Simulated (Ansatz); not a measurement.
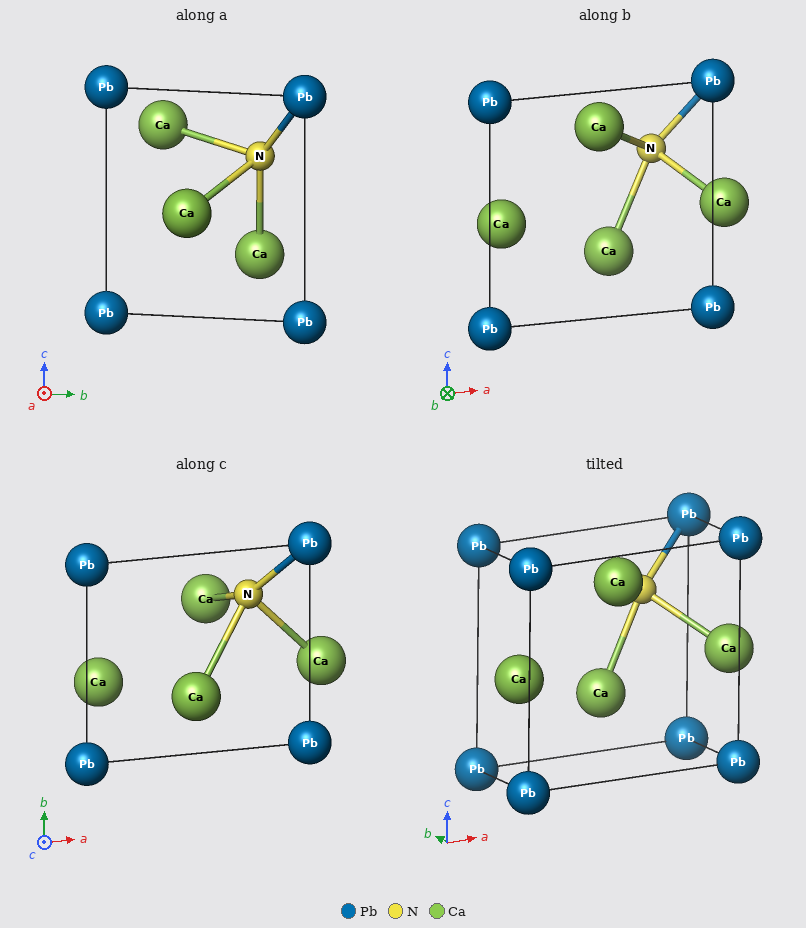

An orthographic ball-and-stick view of the structure, along the a axis, along the b axis, along the c axis and slightly off an axis. The edges of the simulation cell are marked.

Lattice parameters: a = 5.249 Å, b = 4.654 Å, c = 5.293 Å, α = 92.27°, β = 84.67°, γ = 84.72°. Put a along x and b in the xy plane.

> Put the structure into a POSCAR file, with free fractional coordinates to two decimals.

```
Pb N Ca
1.0
     5.249    0.000    0.000
     0.428    4.634    0.000
     0.492   -0.256    5.264
Pb N Ca
1 1 3
Direct
  0.00 0.00 0.00
  0.72 0.78 0.73
  0.53 0.77 0.29
  0.49 0.29 0.84
  0.05 0.41 0.46
```

The geometry is that of a made-up disordered cell, without relaxation. It was the input of a calculation with Ansatz.

At this level of theory the cell isn't at rest (forces up to 1.5 eV/Å), so its distances can differ from those at equilibrium, the more so the softer the solid.
